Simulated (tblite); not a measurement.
Geometry relaxation of Al2H2Cl3F (part 2 of 2)

Al2H2Cl3F, SMILES [F][Al-]1([Cl])[Cl+][AlH2-][Cl+]1; GFN2-xTB geometry optimisation, gas phase (tblite 0.8.0). 

Geometry of the input (Å):
```
F  -1.7037  -0.6672  -1.5223
Al -1.3496  0.4569  -0.1608
Cl -2.9478  1.8251  0.4049
Cl 0.6138  1.4363  -0.5707
Al 1.4809  -0.4786  0.2002
Cl -0.2847  -0.5023  1.5480
H  2.8880  -0.3500  0.8882
H  1.3123  -1.7108  -0.8120
```

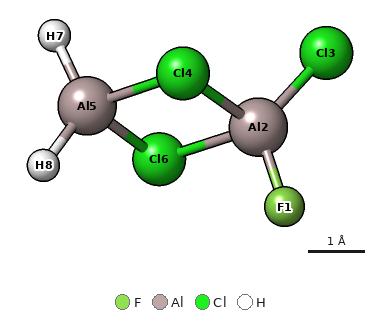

Figure 1. The geometry at step 46 of the log (ball-and-stick view, seen at a tilt; atoms are numbered from 1 in the order of the input).

## Trajectory as extended XYZ, continued
```
8
Properties=species:S:1:pos:R:3:forces:R:3 step=32 energy=-595.65458
F    -2.0971   -0.5471   -1.3326   -0.1140   0.1040   0.0330
Al   -1.4526    0.4692   -0.2009   -0.0170   0.1150   0.1390
Cl   -2.2210    2.0722    0.7832    0.0630  -0.3130  -0.1550
Cl    0.5043    1.0016   -1.0978    0.1340  -0.0830   0.0910
Al    1.4679   -0.5021    0.1697   -0.0520   0.0330   0.0260
Cl   -0.4247   -1.0193    1.1168   -0.0160   0.1020  -0.0720
H     2.2912    0.1818    1.2820    0.0070   0.0420  -0.0670
H     1.9411   -1.6469   -0.7450   -0.0040   0.0000   0.0050
8
Properties=species:S:1:pos:R:3:forces:R:3 step=33 energy=-595.65884
F    -2.0978   -0.5346   -1.3294   -0.1760  -0.0220  -0.0940
Al   -1.4572    0.4708   -0.1962    0.2110  -0.1640  -0.0470
Cl   -2.2334    2.0470    0.7613   -0.1710   0.1590   0.1350
Cl    0.5036    1.0049   -1.0793    0.1750  -0.0360   0.0260
Al    1.4713   -0.5017    0.1750   -0.0710   0.0430  -0.0290
Cl   -0.4249   -0.9981    1.1147   -0.0170  -0.0050   0.0340
H     2.3164    0.1641    1.2678    0.0410   0.1000   0.0310
H     1.9311   -1.6431   -0.7386    0.0090  -0.0750  -0.0540
8
Properties=species:S:1:pos:R:3:forces:R:3 step=34 energy=-595.66194
F    -2.0973   -0.5381   -1.3315   -0.1240   0.0490  -0.0170
Al   -1.4524    0.4695   -0.1963    0.0940  -0.0780  -0.0150
Cl   -2.2368    2.0527    0.7653   -0.0760  -0.0130   0.0290
Cl    0.5088    1.0063   -1.0838    0.1280  -0.0400   0.0450
Al    1.4672   -0.4987    0.1739   -0.0230  -0.0070  -0.0200
Cl   -0.4257   -1.0040    1.1196   -0.0160   0.0380  -0.0070
H     2.3151    0.1656    1.2686    0.0240   0.0920   0.0130
H     1.9301   -1.6439   -0.7403   -0.0080  -0.0400  -0.0280
8
Properties=species:S:1:pos:R:3:forces:R:3 step=35 energy=-595.66357
F    -2.1040   -0.5357   -1.3311   -0.1060   0.0640   0.0000
Al   -1.4506    0.4687   -0.1964    0.0600  -0.0500  -0.0110
Cl   -2.2361    2.0536    0.7673   -0.0480  -0.0540   0.0030
Cl    0.5120    1.0022   -1.0867    0.1030  -0.0290   0.0420
Al    1.4664   -0.4982    0.1743    0.0210  -0.0160   0.0010
Cl   -0.4266   -1.0076    1.1169   -0.0150   0.0400  -0.0060
H     2.3147    0.1701    1.2709    0.0000   0.0740  -0.0120
H     1.9334   -1.6436   -0.7398   -0.0130  -0.0300  -0.0170
8
Properties=species:S:1:pos:R:3:forces:R:3 step=36 energy=-595.66803
F    -2.1379   -0.5206   -1.3303   -0.0410   0.0930   0.0390
Al   -1.4473    0.4649   -0.1976   -0.0270   0.0130  -0.0290
Cl   -2.2357    2.0519    0.7709    0.0120  -0.1200  -0.0420
Cl    0.5222    0.9854   -1.0932    0.0270   0.0180   0.0190
Al    1.4693   -0.4971    0.1794    0.1180  -0.0410   0.0380
Cl   -0.4296   -1.0168    1.1033   -0.0070   0.0210   0.0200
H     2.3194    0.1835    1.2766   -0.0580   0.0350  -0.0550
H     1.9485   -1.6419   -0.7338   -0.0240  -0.0190   0.0090
8
Properties=species:S:1:pos:R:3:forces:R:3 step=37 energy=-595.67055
F    -2.1574   -0.5088   -1.3299   -0.0180   0.0730   0.0250
Al   -1.4453    0.4626   -0.1996   -0.0380   0.0500  -0.0280
Cl   -2.2428    2.0452    0.7688    0.0270  -0.1130  -0.0410
Cl    0.5310    0.9778   -1.0909   -0.0150   0.0430   0.0010
Al    1.4754   -0.4993    0.1842    0.1270  -0.0210   0.0540
Cl   -0.4295   -1.0164    1.0977    0.0020  -0.0050   0.0440
H     2.3277    0.1906    1.2770   -0.0750   0.0110  -0.0660
H     1.9499   -1.6423   -0.7317   -0.0100  -0.0370   0.0110
8
Properties=species:S:1:pos:R:3:forces:R:3 step=38 energy=-595.67243
F    -2.1774   -0.4968   -1.3310   -0.0040   0.0420   0.0020
Al   -1.4464    0.4603   -0.2029   -0.0110   0.0590  -0.0310
Cl   -2.2498    2.0373    0.7653    0.0170  -0.0690  -0.0160
Cl    0.5369    0.9736   -1.0859   -0.0310   0.0420  -0.0050
Al    1.4855   -0.5025    0.1898    0.0650   0.0010   0.0270
Cl   -0.4286   -1.0129    1.0937    0.0200  -0.0300   0.0560
H     2.3364    0.1950    1.2755   -0.0600   0.0070  -0.0440
H     1.9525   -1.6447   -0.7291    0.0040  -0.0510   0.0130
8
Properties=species:S:1:pos:R:3:forces:R:3 step=39 energy=-595.67314
F    -2.1790   -0.4939   -1.3325   -0.0110   0.0150  -0.0230
Al   -1.4467    0.4603   -0.2053    0.0270   0.0550  -0.0140
Cl   -2.2565    2.0320    0.7622    0.0030  -0.0360   0.0030
Cl    0.5395    0.9773   -1.0799   -0.0290   0.0270  -0.0030
Al    1.4905   -0.5052    0.1914    0.0080   0.0140   0.0040
Cl   -0.4263   -1.0076    1.0976    0.0250  -0.0320   0.0450
H     2.3405    0.1951    1.2726   -0.0370   0.0090  -0.0270
H     1.9471   -1.6485   -0.7307    0.0140  -0.0530   0.0150
8
Properties=species:S:1:pos:R:3:forces:R:3 step=40 energy=-595.67358
F    -2.1803   -0.4928   -1.3343   -0.0030   0.0160  -0.0180
Al   -1.4469    0.4609   -0.2070    0.0400   0.0280  -0.0160
Cl   -2.2586    2.0295    0.7615   -0.0070  -0.0160   0.0150
Cl    0.5397    0.9803   -1.0768   -0.0200   0.0110   0.0010
Al    1.4935   -0.5066    0.1918   -0.0340   0.0080  -0.0200
Cl   -0.4247   -1.0053    1.1008    0.0280  -0.0240   0.0270
H     2.3405    0.1957    1.2711   -0.0160   0.0150  -0.0140
H     1.9459   -1.6523   -0.7315    0.0130  -0.0380   0.0250
8
Properties=species:S:1:pos:R:3:forces:R:3 step=41 energy=-595.67396
F    -2.1771   -0.4932   -1.3357    0.0030   0.0200  -0.0120
Al   -1.4451    0.4624   -0.2087    0.0400   0.0050  -0.0090
Cl   -2.2610    2.0271    0.7614   -0.0120  -0.0060   0.0190
Cl    0.5402    0.9842   -1.0740   -0.0120   0.0010  -0.0010
Al    1.4940   -0.5079    0.1908   -0.0510  -0.0020  -0.0260
Cl   -0.4224   -1.0034    1.1056    0.0230  -0.0120   0.0060
H     2.3385    0.1971    1.2694   -0.0030   0.0130  -0.0130
H     1.9420   -1.6568   -0.7335    0.0120  -0.0180   0.0360
8
Properties=species:S:1:pos:R:3:forces:R:3 step=43 energy=-595.67471
F    -2.1809   -0.4882   -1.3361    0.0270   0.0390   0.0130
Al   -1.4391    0.4653   -0.2113   -0.0060  -0.0380  -0.0060
Cl   -2.2560    2.0244    0.7671   -0.0090  -0.0050   0.0180
Cl    0.5385    0.9829   -1.0778    0.0060   0.0000  -0.0130
Al    1.4912   -0.5085    0.1883   -0.0250  -0.0330  -0.0130
Cl   -0.4204   -1.0096    1.1063    0.0080   0.0120  -0.0230
H     2.3277    0.2063    1.2691   -0.0010   0.0070  -0.0290
H     1.9480   -1.6630   -0.7301   -0.0010   0.0190   0.0520
8
Properties=species:S:1:pos:R:3:forces:R:3 step=44 energy=-595.67512
F    -2.1887   -0.4814   -1.3347    0.0320   0.0350   0.0110
Al   -1.4355    0.4661   -0.2124   -0.0350  -0.0410   0.0030
Cl   -2.2491    2.0234    0.7723   -0.0030  -0.0060   0.0180
Cl    0.5366    0.9775   -1.0846    0.0180   0.0040  -0.0190
Al    1.4890   -0.5085    0.1875    0.0020  -0.0400   0.0000
Cl   -0.4209   -1.0171    1.1014    0.0030   0.0180  -0.0260
H     2.3197    0.2138    1.2696   -0.0080   0.0040  -0.0370
H     1.9578   -1.6642   -0.7238   -0.0090   0.0250   0.0490
8
Properties=species:S:1:pos:R:3:forces:R:3 step=45 energy=-595.67550
F    -2.1971   -0.4734   -1.3328    0.0250   0.0170  -0.0070
Al   -1.4327    0.4661   -0.2129   -0.0490  -0.0230   0.0190
Cl   -2.2418    2.0222    0.7776    0.0010  -0.0060   0.0190
Cl    0.5349    0.9713   -1.0922    0.0270   0.0040  -0.0190
Al    1.4873   -0.5090    0.1873    0.0210  -0.0290   0.0120
Cl   -0.4219   -1.0247    1.0948   -0.0010   0.0170  -0.0210
H     2.3121    0.2211    1.2696   -0.0130   0.0040  -0.0390
H     1.9683   -1.6642   -0.7160   -0.0110   0.0160   0.0360
8
Properties=species:S:1:pos:R:3:forces:R:3 step=46 energy=-595.67580
F    -2.2063   -0.4659   -1.3315    0.0150  -0.0020  -0.0250
Al   -1.4321    0.4653   -0.2128   -0.0470  -0.0020   0.0260
Cl   -2.2345    2.0217    0.7828    0.0030  -0.0040   0.0220
Cl    0.5333    0.9652   -1.0995    0.0320  -0.0020  -0.0120
Al    1.4869   -0.5098    0.1877    0.0230  -0.0080   0.0120
Cl   -0.4234   -1.0310    1.0873   -0.0010   0.0110  -0.0120
H     2.3056    0.2274    1.2695   -0.0140   0.0060  -0.0330
H     1.9794   -1.6634   -0.7080   -0.0110   0.0000   0.0210
8
Properties=species:S:1:pos:R:3:forces:R:3 step=47 energy=-595.67604
F    -2.2117   -0.4608   -1.3314    0.0060  -0.0170  -0.0390
Al   -1.4327    0.4644   -0.2124   -0.0330   0.0180   0.0300
Cl   -2.2293    2.0212    0.7871    0.0030  -0.0030   0.0230
Cl    0.5327    0.9615   -1.1043    0.0300  -0.0110  -0.0030
Al    1.4871   -0.5110    0.1878    0.0150   0.0160   0.0070
Cl   -0.4241   -1.0345    1.0823   -0.0030   0.0030  -0.0040
H     2.3004    0.2321    1.2685   -0.0090   0.0090  -0.0240
H     1.9867   -1.6635   -0.7021   -0.0080  -0.0160   0.0080
8
Properties=species:S:1:pos:R:3:forces:R:3 step=48 energy=-595.67628
F    -2.2165   -0.4562   -1.3324    0.0030  -0.0210  -0.0400
Al   -1.4341    0.4636   -0.2118   -0.0180   0.0260   0.0220
Cl   -2.2237    2.0208    0.7926    0.0020  -0.0020   0.0240
Cl    0.5326    0.9580   -1.1088    0.0220  -0.0210   0.0070
Al    1.4874   -0.5123    0.1875    0.0040   0.0350  -0.0020
Cl   -0.4246   -1.0375    1.0775   -0.0070  -0.0040   0.0020
H     2.2940    0.2377    1.2671    0.0000   0.0120  -0.0120
H     1.9940   -1.6647   -0.6962   -0.0060  -0.0260  -0.0010
8
Properties=species:S:1:pos:R:3:forces:R:3 step=49 energy=-595.67656
F    -2.2174   -0.4530   -1.3347    0.0020  -0.0190  -0.0360
Al   -1.4354    0.4634   -0.2108    0.0010   0.0270   0.0110
Cl   -2.2190    2.0198    0.7991    0.0010  -0.0020   0.0220
Cl    0.5337    0.9559   -1.1121    0.0050  -0.0280   0.0130
Al    1.4870   -0.5136    0.1861   -0.0020   0.0470  -0.0100
Cl   -0.4244   -1.0392    1.0747   -0.0170  -0.0080   0.0050
H     2.2864    0.2439    1.2643    0.0130   0.0140   0.0000
H     1.9982   -1.6678   -0.6911   -0.0040  -0.0310  -0.0060
8
Properties=species:S:1:pos:R:3:forces:R:3 step=50 energy=-595.67679
F    -2.2166   -0.4514   -1.3374    0.0110  -0.0040  -0.0180
Al   -1.4365    0.4637   -0.2098    0.0090   0.0120  -0.0080
Cl   -2.2153    2.0192    0.8052    0.0000  -0.0030   0.0190
Cl    0.5351    0.9542   -1.1145   -0.0130  -0.0270   0.0130
Al    1.4863   -0.5140    0.1845    0.0000   0.0410  -0.0140
Cl   -0.4243   -1.0406    1.0732   -0.0250  -0.0080   0.0020
H     2.2797    0.2496    1.2619    0.0250   0.0140   0.0080
H     2.0007   -1.6714   -0.6876   -0.0060  -0.0250  -0.0020
8
Properties=species:S:1:pos:R:3:forces:R:3 step=51 energy=-595.67695
F    -2.2122   -0.4519   -1.3395    0.0140   0.0060  -0.0080
Al   -1.4364    0.4645   -0.2092    0.0110  -0.0020  -0.0150
Cl   -2.2152    2.0182    0.8084    0.0010  -0.0030   0.0150
Cl    0.5366    0.9540   -1.1143   -0.0260  -0.0180   0.0060
Al    1.4853   -0.5135    0.1830    0.0050   0.0240  -0.0090
Cl   -0.4242   -1.0402    1.0742   -0.0280  -0.0040  -0.0010
H     2.2769    0.2525    1.2598    0.0310   0.0130   0.0090
H     1.9982   -1.6742   -0.6869   -0.0060  -0.0160   0.0030
8
Properties=species:S:1:pos:R:3:forces:R:3 step=52 energy=-595.67708
F    -2.2104   -0.4516   -1.3410    0.0180   0.0170   0.0010
Al   -1.4364    0.4653   -0.2090    0.0060  -0.0160  -0.0200
Cl   -2.2144    2.0177    0.8111    0.0020  -0.0040   0.0120
Cl    0.5370    0.9524   -1.1148   -0.0320  -0.0050  -0.0030
Al    1.4851   -0.5123    0.1821    0.0080   0.0020  -0.0020
Cl   -0.4249   -1.0410    1.0739   -0.0240   0.0010  -0.0040
H     2.2757    0.2551    1.2590    0.0310   0.0110   0.0080
H     1.9975   -1.6761   -0.6859   -0.0090  -0.0050   0.0090
8
Properties=species:S:1:pos:R:3:forces:R:3 step=53 energy=-595.67723
F    -2.2076   -0.4506   -1.3427    0.0130   0.0160  -0.0030
Al   -1.4359    0.4660   -0.2091    0.0020  -0.0210  -0.0120
Cl   -2.2151    2.0162    0.8136    0.0030  -0.0040   0.0090
Cl    0.5371    0.9507   -1.1149   -0.0330   0.0100  -0.0150
Al    1.4850   -0.5109    0.1815    0.0070  -0.0180   0.0100
Cl   -0.4261   -1.0414    1.0739   -0.0140   0.0060  -0.0070
H     2.2764    0.2573    1.2575    0.0290   0.0090   0.0060
H     1.9952   -1.6780   -0.6844   -0.0080   0.0010   0.0120
8
Properties=species:S:1:pos:R:3:forces:R:3 step=55 energy=-595.67760
F    -2.2077   -0.4426   -1.3483   -0.0050  -0.0020  -0.0230
Al   -1.4363    0.4663   -0.2100    0.0000  -0.0090   0.0120
Cl   -2.2151    2.0111    0.8212    0.0050  -0.0010   0.0060
Cl    0.5346    0.9450   -1.1177   -0.0170   0.0270  -0.0260
Al    1.4869   -0.5085    0.1820   -0.0140  -0.0350   0.0250
Cl   -0.4296   -1.0437    1.0703    0.0170   0.0100  -0.0050
H     2.2810    0.2644    1.2529    0.0190   0.0080   0.0060
H     1.9952   -1.6826   -0.6749   -0.0040   0.0010   0.0060
8
Properties=species:S:1:pos:R:3:forces:R:3 step=56 energy=-595.67779
F    -2.2081   -0.4377   -1.3528   -0.0110  -0.0110  -0.0290
Al   -1.4373    0.4659   -0.2106    0.0030   0.0010   0.0170
Cl   -2.2163    2.0076    0.8251    0.0040   0.0010   0.0060
Cl    0.5331    0.9439   -1.1188   -0.0060   0.0210  -0.0200
Al    1.4880   -0.5084    0.1829   -0.0260  -0.0230   0.0240
Cl   -0.4306   -1.0434    1.0692    0.0250   0.0080  -0.0030
H     2.2855    0.2675    1.2493    0.0130   0.0070   0.0060
H     1.9948   -1.6859   -0.6688   -0.0020  -0.0040  -0.0020
8
Properties=species:S:1:pos:R:3:forces:R:3 step=57 energy=-595.67795
F    -2.2048   -0.4351   -1.3582   -0.0140  -0.0170  -0.0270
Al   -1.4382    0.4654   -0.2111    0.0080   0.0090   0.0160
Cl   -2.2207    2.0037    0.8272    0.0030   0.0020   0.0060
Cl    0.5325    0.9463   -1.1175    0.0020   0.0100  -0.0120
Al    1.4882   -0.5089    0.1838   -0.0270  -0.0040   0.0190
Cl   -0.4300   -1.0404    1.0714    0.0220   0.0040  -0.0010
H     2.2920    0.2682    1.2449    0.0070   0.0040   0.0060
H     1.9901   -1.6897   -0.6650    0.0000  -0.0090  -0.0080
8
Properties=species:S:1:pos:R:3:forces:R:3 step=58 energy=-595.67805
F    -2.2011   -0.4352   -1.3623   -0.0070  -0.0110  -0.0120
Al   -1.4387    0.4652   -0.2113    0.0070   0.0070   0.0040
Cl   -2.2249    2.0014    0.8276    0.0020   0.0000   0.0050
Cl    0.5325    0.9497   -1.1155    0.0040   0.0000  -0.0040
Al    1.4877   -0.5095    0.1845   -0.0160   0.0070   0.0120
Cl   -0.4287   -1.0371    1.0745    0.0110   0.0030   0.0000
H     2.2973    0.2674    1.2421    0.0010   0.0000   0.0030
H     1.9850   -1.6926   -0.6642    0.0000  -0.0070  -0.0080
8
Properties=species:S:1:pos:R:3:forces:R:3 step=59 energy=-595.67808
F    -2.1977   -0.4371   -1.3634   -0.0030  -0.0040  -0.0030
Al   -1.4385    0.4654   -0.2113    0.0040   0.0030  -0.0020
Cl   -2.2277    2.0009    0.8265    0.0020  -0.0020   0.0040
Cl    0.5331    0.9523   -1.1137    0.0020  -0.0030  -0.0020
Al    1.4869   -0.5096    0.1848   -0.0050   0.0080   0.0080
Cl   -0.4276   -1.0349    1.0772    0.0020   0.0030   0.0000
H     2.2997    0.2659    1.2414   -0.0010  -0.0020   0.0000
H     1.9809   -1.6934   -0.6660   -0.0010  -0.0020  -0.0050
8
Properties=species:S:1:pos:R:3:forces:R:3 step=60 energy=-595.67809
F    -2.1970   -0.4380   -1.3632    0.0000   0.0000   0.0010
Al   -1.4383    0.4656   -0.2113    0.0010  -0.0010  -0.0050
Cl   -2.2280    2.0011    0.8261    0.0030  -0.0030   0.0030
Cl    0.5333    0.9526   -1.1134    0.0010  -0.0020  -0.0020
Al    1.4866   -0.5095    0.1849    0.0000   0.0040   0.0050
Cl   -0.4274   -1.0347    1.0776    0.0000   0.0030   0.0000
H     2.2997    0.2655    1.2418   -0.0020  -0.0020  -0.0010
H     1.9801   -1.6932   -0.6670   -0.0020   0.0020  -0.0020
```

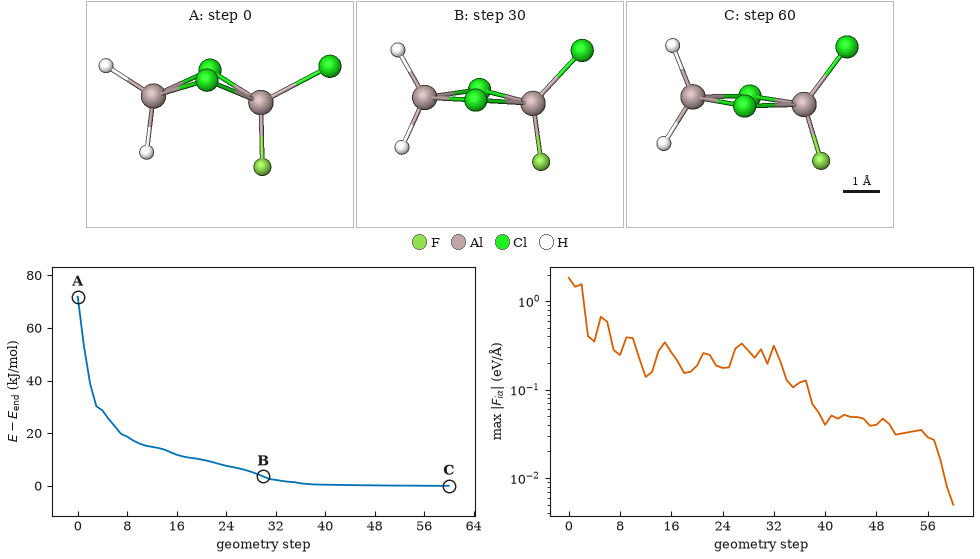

Figure 2. Frames of the relaxation (ball-and-stick view, seen at a tilt) above the curves, on which the letters mark them (steps are counted from 0).

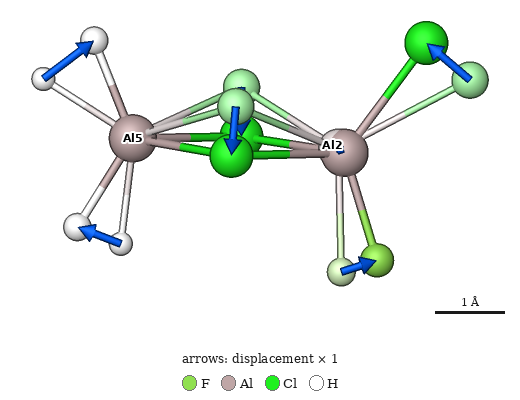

Figure 3. Start (faint) and end (solid) with the displacements as blue arrows, at true length (ball-and-stick view, seen at a tilt). The two geometries are laid on each other by the best rigid fit. The atom that moves furthest after the best rigid fit is H7 (0.93 Å). By element the largest moves are H 0.93 Å, Cl 0.84 Å, F 0.55 Å, Al 0.11 Å. Among the contacts that change: Al2–Cl3 2.179 → 2.014 Å, F1–Al2 1.801 → 1.649 Å, Al5–H8 1.604 → 1.540 Å, Cl4–Al5 2.239 → 2.175 Å. Among the angles that change: H7–Al5–H8 115.7° → 126.6°, F1–Al2–Cl3 116.4° → 126.7°, F1–Al2–Cl6 113.9° → 104.2°. The energy falls by 71.8 kJ/mol in 60 geometry steps. Largest force component: 1.8 eV/Å at the start, 0.005 eV/Å at the end. (Atoms are counted from 1 in the order of the input.)

## Key numbers

| quantity | value |
| --- | --- |
| outcome | converged |
| total energy | −595.6781 eV |
| hardware | 1 CPU thread, shared host |
| wall time | 0.85 s |
| peak memory | 0.18 GiB |
